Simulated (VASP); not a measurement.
Band structure of TiSe2 (1T layered). Method: vdW-DF2, VASP's PBE PAW potentials (set 64) (plane waves; VASP).

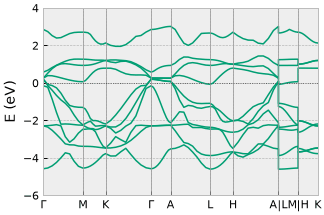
Bands along high-symmetry lines, zero at the valence-band maximum or, without a gap, the Fermi level

Question: Read the plot: is there a gap, and where are the band edges?

Answer: It has no gap at this level: it comes out as a metal or semimetal. (Edges off the drawn lines would not show.)

The compound is TiSe2 in the 1T layered structure. It was relaxed first, which changed the volume by +14 %.
